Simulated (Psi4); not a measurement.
**Excited-state calculation, with input and output: SiHF3**

SiHF3, computed with TDHF/jun-cc-pV(D+d)Z, RHF (Psi4 1.11).

The geometry comes from this level: PBE0-D4/def2-TZVP.

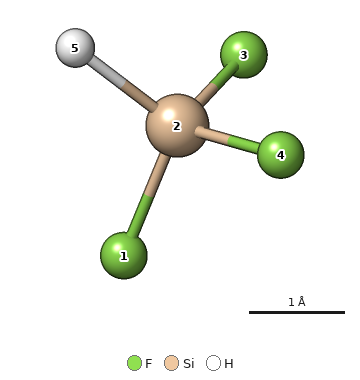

*The structure as given in the input (ball-and-stick view, seen at a tilt; atoms are numbered from 1 in the order of the input).*

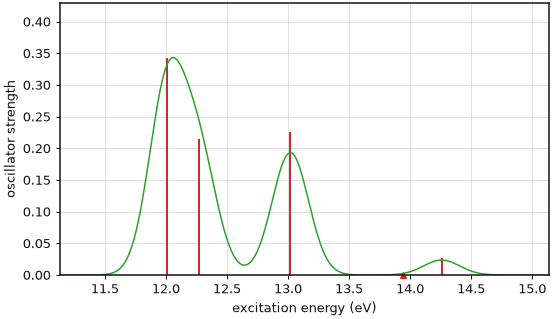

*Computed excitations as sticks (degenerate states added up, dark ones marked on the axis), with a Gaussian envelope of 0.35 eV full width at half maximum, scaled to the tallest.*

Of the 6 states the lowest lies at 12.01 eV (f = 0.172); the strongest line is at 12.01 eV, or 103 nm (f = 0.343, summed over 2 states that lie within 0.004 eV).

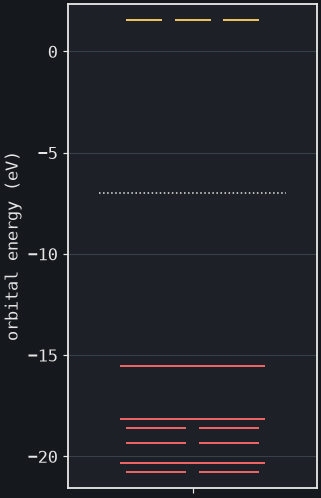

*Orbital energies near the frontier; the dotted line parts filled from empty levels, and levels within 0.02 eV of each other stand side by side.*

Highest filled −15.53 eV, lowest empty 1.53 eV, 17.06 eV apart.

The input that produced these results follows, with the program's output.

**Input file (input.dat)**
```python
memory 1600 MB

molecule molecule1 {
  F     -0.447100    -0.082200     1.491300
  Si     0.040700     0.001700    -0.001800
  F     -0.597100     1.281400    -0.657200
  F     -0.495900    -1.263300    -0.767200
  H      1.499400     0.062400    -0.065100
  symmetry c1
}

set globals {
  basis jun-cc-pV(D+d)Z
  save_jk true
}

from psi4.driver.procrouting.response.scf_response import tdscf_excitations
e, wfn = energy("hf", return_wfn=True)
states = tdscf_excitations(wfn, states=6, tda=False)
print_variables()
```

Command:
```bash
psi4 input.dat output.dat -n 1
```

**Log**
```
Psi4 1.11 release

   => Loading Basis Set <=

    Name: JUN-CC-PV(D+D)Z
    Role: ORBITAL
    Keyword: BASIS

         ---------------------------------------------------------
                                   SCF
                              RHF Reference
                        1 Threads,   1525 MiB Core
         ---------------------------------------------------------

  ==> Geometry <==

    Molecular point group: c1
    Full point group: C1

    Geometry (in Angstrom), charge = 0, multiplicity = 1:

       Center              X                  Y                   Z               Mass
    ------------   -----------------  -----------------  -----------------  -----------------
         F           -0.137613386828    -0.069320852673     1.477866343133    18.998403162730
         SI           0.350186613172     0.014579147327    -0.015233656867    27.976926534650
         F           -0.287613386828     1.294279147327    -0.670633656867    18.998403162730
         F           -0.186413386828    -1.250420852673    -0.780633656867    18.998403162730
         H            1.808886613172     0.075279147327    -0.078533656867     1.007825032230

  Running in c1 symmetry.

  Rotational constants: A =      0.23792  B =      0.23791  C =      0.13655 [cm^-1]
  Rotational constants: A =   7132.64485  B =   7132.23784  C =   4093.74178 [MHz]
  Nuclear repulsion =  188.407850402666924

  Charge       = 0
  Multiplicity = 1
  Electrons    = 42
  Nalpha       = 21
  Nbeta        = 21

  ==> Algorithm <==

  SCF Algorithm Type is DF.
  DIIS enabled.
  MOM disabled.
  Fractional occupation disabled.
  Guess Type is SAD.
  Energy threshold   = 1.00e-06
  Density threshold  = 1.00e-06
  Integral threshold = 1.00e-12

  ==> Primary Basis <==

  Basis Set: JUN-CC-PV(D+D)Z
    Blend: JUN-CC-PV(D+D)Z
    Number of shells: 38
    Number of basis functions: 86
    Number of Cartesian functions: 91
    Spherical Harmonics?: true
    Max angular momentum: 2

   => Loading Basis Set <=

    Name: (JUN-CC-PV(D+D)Z AUX)
    Role: JKFIT
    Keyword: DF_BASIS_SCF

  ==> Integral Setup <==

  DFHelper Memory: AOs need 0.023 GiB; user supplied 1.118 GiB.
  SCF_SUBTYPE=INCORE selected. In-core MEM_DF algorithm will be used.
  Using in-core AOs.

  ==> MemDFJK: Density-Fitted J/K Matrices <==

    J tasked:                   Yes
    K tasked:                   Yes
    wK tasked:                   No
    Memory [MiB]:              1144
    Algorithm:                 Core
    Schwarz Cutoff:           1E-12
    Mask sparsity (%):       0.0000
    Fitting Condition:        1E-10

   => Auxiliary Basis Set <=

  Basis Set: (JUN-CC-PV(D+D)Z AUX)
    Blend: JUN-CC-PVDZ-JKFIT
    Number of shells: 129
    Number of basis functions: 381
    Number of Cartesian functions: 438
    Spherical Harmonics?: true
    Max angular momentum: 3

  Minimum eigenvalue in the overlap matrix is 1.2619359549E-03.
  Reciprocal condition number of the overlap matrix is 2.0648001468E-04.
    Using symmetric orthogonalization.

  ==> Pre-Iterations <==

  SCF Guess: Superposition of Atomic Densities via on-the-fly atomic UHF (no occupation information).

   -------------------------
    Irrep   Nso     Nmo
   -------------------------
     A         86      86
   -------------------------
    Total      86      86
   -------------------------

  ==> Iterations <==

                           Total Energy        Delta E     RMS |[F,P]|

   @DF-RHF iter SAD:  -587.12089610784517   -5.87121e+02   0.00000e+00
   @DF-RHF iter   1:  -587.96024288996091   -8.39347e-01   5.74501e-03 ADIIS/DIIS
   @DF-RHF iter   2:  -588.01735837684919   -5.71155e-02   3.60807e-03 ADIIS/DIIS
   @DF-RHF iter   3:  -588.04622838696514   -2.88700e-02   2.38323e-04 ADIIS/DIIS
   @DF-RHF iter   4:  -588.04649507571662   -2.66689e-04   3.64039e-05 DIIS
   @DF-RHF iter   5:  -588.04650267578836   -7.60007e-06   1.01450e-05 DIIS
   @DF-RHF iter   6:  -588.04650358090896   -9.05121e-07   1.87009e-06 DIIS
   @DF-RHF iter   7:  -588.04650361179404   -3.08851e-08   2.20579e-07 DIIS
  Energy and wave function converged.

  ==> Post-Iterations <==

    Orbital Energies [Eh]
    ---------------------

    Doubly Occupied:

       1A    -68.934400     2A    -26.339478     3A    -26.339470
       4A    -26.339442     5A     -6.269637     6A     -4.378719
       7A     -4.378717     8A     -4.375263     9A     -1.662314
      10A     -1.632669    11A     -1.632633    12A     -0.846894
      13A     -0.763144    14A     -0.763131    15A     -0.746188
      16A     -0.710542    17A     -0.710540    18A     -0.682708
      19A     -0.682690    20A     -0.666299    21A     -0.570869

    Virtual:

      22A      0.056259    23A      0.056259    24A      0.056507
      25A      0.068909    26A      0.191419    27A      0.191425
      28A      0.225182    29A      0.252398    30A      0.252403
      31A      0.256929    32A      0.269753    33A      0.269755
      34A      0.287521    35A      0.334458    36A      0.334461
      37A      0.335054    38A      0.343445    39A      0.433946
      40A      0.503091    41A      0.503095    42A      0.579239
      43A      0.579244    44A      0.579513    45A      0.635532
      46A      0.635535    47A      0.668193    48A      0.867309
      49A      1.019646    50A      1.019721    51A      1.089032
      52A      1.580695    53A      1.580700    54A      1.700733
      55A      1.721617    56A      1.732971    57A      1.732987
      58A      1.779414    59A      1.779431    60A      1.839738
      61A      1.839745    62A      1.945212    63A      2.205784
      64A      2.626730    65A      2.626745    66A      2.727410
      67A      3.241539    68A      3.241545    69A      3.297850
      70A      3.337148    71A      3.337197    72A      3.890894
      73A      3.922856    74A      3.922874    75A      3.927292
      76A      3.936171    77A      3.936178    78A      3.948696
      79A      4.002809    80A      4.002817    81A      4.108636
      82A      4.223027    83A      4.223043    84A      4.273718
      85A      4.381037    86A      4.381118

    Final Occupation by Irrep:
              A
    DOCC [    21 ]
    NA   [    21 ]
    NB   [    21 ]

  @DF-RHF Final Energy:  -588.04650361179404

   => Energetics <=

    Nuclear Repulsion Energy =            188.4078504026669236
    One-Electron Energy =               -1194.0571728599602466
    Two-Electron Energy =                 417.6028188454993142
    Total Energy =                       -588.0465036117940372

Computation Completed

Properties will be evaluated at   0.000000,   0.000000,   0.000000 [a0]

Properties computed using the SCF density matrix

 Multipole Moments:

 ------------------------------------------------------------------------------------
     Multipole            Electronic (a.u.)      Nuclear  (a.u.)        Total (a.u.)
 ------------------------------------------------------------------------------------

 L = 1.  Multiply by 2.5417464519 to convert [e a0] to [Debye]
 Dipole X            :         -1.5804875            2.2804039            0.6999164
 Dipole Y            :         -0.0657518            0.0949100            0.0291581
 Dipole Z            :          0.0684183           -0.0990473           -0.0306290
 Magnitude           :                                                    0.7011927

 ------------------------------------------------------------------------------------

	total time  =          1 seconds =       0.02 minutes

******************************************************************************************
**********                               WARNING                                **********
**********       The names of excited state variables changed between 1.5       **********
**********     and 1.6. For a quick solution, remove the symmetry specifier     **********
**********   from the variable name. For full details, see 'Notes on Psivars'   **********
**********                        in the documentation.                         **********
******************************************************************************************

         ---------------------------------------------------------
                         TDSCF excitation energies
         ---------------------------------------------------------

  ==> Options <==

     Residual threshold  : 1.0000e-04
     Initial guess       : denominators
     Reference           : RHF
     Solver type         : RPA (Hamiltonian)

  ==> Requested Excitations <==

      6 singlet states with A symmetry

  ==> Seeking the lowest 6 singlet states with A symmetry

                        Generalized Hamiltonian Solver

  ==> Options <==

    Max number of iterations        = 60
    Eigenvector tolerance           = 1.0000e-04
    Max number of expansion vectors = 1200

  => Iterations <=
                              Max[D[value]]     Max[|R|]   # vectors
  HamiltonianSolver iter   1:   5.45398e-01  1.87396e-01     24
  HamiltonianSolver iter   2:   1.84514e-02  8.96931e-02     36
  HamiltonianSolver iter   3:   2.63883e-03  5.68457e-02     48
  HamiltonianSolver iter   4:   1.91111e-03  4.83605e-02     60
  HamiltonianSolver iter   5:   1.03179e-03  3.31053e-02     72
  HamiltonianSolver iter   6:   2.67983e-04  1.64435e-02     84
  HamiltonianSolver iter   7:   6.53392e-05  1.39337e-02     96
  HamiltonianSolver iter   8:   3.79772e-05  9.98728e-03    108
  HamiltonianSolver iter   9:   1.61416e-05  3.52891e-03    118
  HamiltonianSolver iter  10:   2.50345e-06  1.65044e-03    122
  HamiltonianSolver iter  11:   6.44151e-07  1.36363e-03    126
  HamiltonianSolver iter  12:   2.69951e-06  8.31035e-03    130
  HamiltonianSolver iter  13:   9.12167e-03  1.38720e-01    134
  HamiltonianSolver iter  14:   2.24037e-03  6.06888e-02    138
  HamiltonianSolver iter  15:   2.77069e-04  1.87607e-02    142
  HamiltonianSolver iter  16:   2.51729e-05  5.50126e-03    144
  HamiltonianSolver iter  17:   2.56404e-06  1.99915e-03    146
  HamiltonianSolver iter  18:   3.76720e-07  8.31370e-04    148
  HamiltonianSolver iter  19:   7.67631e-08  3.01458e-04    150
  HamiltonianSolver iter  20:   1.09250e-08  1.07181e-04    152
  HamiltonianSolver iter  21:   1.44039e-09  4.32824e-05    154      Converged

******************************************************************************************
**********                               WARNING                                **********
**********  Length-gauge rotatory strengths are **NOT** gauge-origin invariant  **********
******************************************************************************************

                                    Excitation Energy         Total Energy        Oscillator Strength             Rotatory Strength
     #   Sym: GS->ES (Trans)        au              eV              au          au (length)    au (velocity)    au (length)    au (velocity)
    ---- -------------------- --------------- --------------- --------------- --------------- --------------- --------------- ---------------
     1        A->A (1 A)       0.44130         12.00836       -587.60520       0.1717          0.1642         -0.0000         -0.0000
     2        A->A (1 A)       0.44130         12.00851       -587.60520       0.1716          0.1642          0.0000          0.0000
     3        A->A (1 A)       0.45090         12.26957       -587.59561       0.2142          0.2112          0.0000          0.0000
     4        A->A (1 A)       0.47846         13.01954       -587.56804       0.2265          0.2311         -0.0000         -0.0000
     5        A->A (1 A)       0.51230         13.94044       -587.53420       0.0000          0.0000          0.0000         -0.0000
     6        A->A (1 A)       0.52397         14.25800       -587.52253       0.0276          0.0252         -0.0000         -0.0000

Contributing excitations and de-excitations
Only contributions with abs(coeff) > 1.00e-01 will be printed:

Excited State    1 (1 A):   0.44130 au   103.25 nm f = 0.1717
  Sums of squares: Xssq =  1.001550e+00; Yssq =  1.550412e-03; Xssq - Yssq =  1.000000e+00
     21a  ->  22a    -0.661412 (43.747%)
     21a  ->  23a    -0.348194 (12.124%)
     21a  ->  26a     0.621425 (38.617%)
     21a  ->  30a     0.106450 ( 1.133%)

Excited State    2 (1 A):   0.44130 au   103.25 nm f = 0.1716
  Sums of squares: Xssq =  1.001550e+00; Yssq =  1.550259e-03; Xssq - Yssq =  1.000000e+00
     21a  ->  22a     0.348207 (12.125%)
     21a  ->  23a    -0.661431 (43.749%)
     21a  ->  27a    -0.621402 (38.614%)
     21a  ->  29a    -0.106453 ( 1.133%)

Excited State    3 (1 A):   0.45090 au   101.05 nm f = 0.2142
  Sums of squares: Xssq =  1.000983e+00; Yssq =  9.832961e-04; Xssq - Yssq =  1.000000e+00
     21a  ->  24a    -0.870775 (75.825%)
     21a  ->  25a     0.356858 (12.735%)
     21a  ->  28a     0.280933 ( 7.892%)

Excited State    4 (1 A):   0.47846 au   95.23 nm f = 0.2265
  Sums of squares: Xssq =  1.000873e+00; Yssq =  8.734283e-04; Xssq - Yssq =  1.000000e+00
     21a  ->  24a     0.242601 ( 5.886%)
     21a  ->  25a     0.868758 (75.474%)
     21a  ->  28a    -0.321508 (10.337%)
     21a  ->  31a    -0.173495 ( 3.010%)

Excited State    5 (1 A):   0.51230 au   88.94 nm f = 0.0000
  Sums of squares: Xssq =  1.000514e+00; Yssq =  5.144220e-04; Xssq - Yssq =  1.000000e+00
     16a  ->  22a    -0.172401 ( 2.972%)
     16a  ->  26a     0.143769 ( 2.067%)
     17a  ->  23a     0.172372 ( 2.971%)
     17a  ->  27a     0.143659 ( 2.064%)
     18a  ->  22a    -0.109381 ( 1.196%)
     18a  ->  23a    -0.108286 ( 1.173%)
     18a  ->  26a     0.113930 ( 1.298%)
     19a  ->  22a    -0.108125 ( 1.169%)
     19a  ->  23a     0.109231 ( 1.193%)
     19a  ->  27a     0.113761 ( 1.294%)
     20a  ->  24a    -0.174661 ( 3.051%)
     20a  ->  25a    -0.709110 (50.284%)
     20a  ->  28a     0.337133 (11.366%)
     20a  ->  31a     0.276486 ( 7.644%)
     20a  ->  37a     0.170722 ( 2.915%)

Excited State    6 (1 A):   0.52397 au   86.96 nm f = 0.0276
  Sums of squares: Xssq =  1.000397e+00; Yssq =  3.974687e-04; Xssq - Yssq =  1.000000e+00
     17a  ->  25a    -0.118945 ( 1.415%)
     18a  ->  25a     0.153778 ( 2.365%)
     19a  ->  25a    -0.314726 ( 9.905%)
     19a  ->  28a     0.195422 ( 3.819%)
     19a  ->  31a     0.123541 ( 1.526%)
     20a  ->  23a     0.279301 ( 7.801%)
     20a  ->  27a     0.208549 ( 4.349%)
     21a  ->  22a    -0.516782 (26.706%)
     21a  ->  23a    -0.174144 ( 3.033%)
     21a  ->  26a    -0.479301 (22.973%)

******************************************************************************************
**********                               WARNING                                **********
**********       The names of excited state variables changed between 1.5       **********
**********     and 1.6. For a quick solution, remove the symmetry specifier     **********
**********   from the variable name. For full details, see 'Notes on Psivars'   **********
**********                        in the documentation.                         **********
******************************************************************************************

  Variable Map:
  ----------------------------------------------------------------------------
  "CURRENT ENERGY"           =>    -588.046503611794
  "CURRENT REFERENCE ENERGY" =>    -588.046503611794
  "DD SOLVATION ENERGY"      =>       0.000000000000
  "HF KINETIC ENERGY"        =>     587.889020297102
  "HF POTENTIAL ENERGY"      =>   -1175.935523908895
  "HF TOTAL ENERGY"          =>    -588.046503611794
  "HF VIRIAL RATIO"          =>       2.000267879326
  "NUCLEAR REPULSION ENERGY" =>     188.407850402667
  "ONE-ELECTRON ENERGY"      =>   -1194.057172859960
  "PCM POLARIZATION ENERGY"  =>       0.000000000000
  "PE ENERGY"                =>       0.000000000000
  "SCF ITERATION ENERGY"     =>    -588.046503611794
  "SCF ITERATIONS"           =>       7.000000000000
  "SCF TOTAL ENERGY"         =>    -588.046503611794
  "TWO-ELECTRON ENERGY"      =>     417.602818845499

  Array Variable Map:
  ----------------------------------------------------------------------------
  "CURRENT DIPOLE"           =>       0.699916371239 ... -0.030629020324 1 by 3
  "SCF DIPOLE"               =>       0.699916371239 ... -0.030629020324 1 by 3
  "SCF TOTAL ENERGIES"       =>    -587.120896107845 ... -588.046503611794 1 by 8

    Psi4 run time: 0:00:04.03
```

**Results in brief**

| quantity | value |
| --- | --- |
| outcome | converged |
| total energy | −588.046504 hartree |
| basis functions | 86 |
| HOMO | −15.53 eV |
| LUMO | 1.53 eV |
| dipole moment | 1.78 D |
| lowest excitation | 12.01 eV |
| hardware | 1 thread of Intel Xeon (Sapphire Rapids), 16 GiB of memory available, shared host |
| wall time | 5.4 s |
| peak memory | 0.28 GiB |
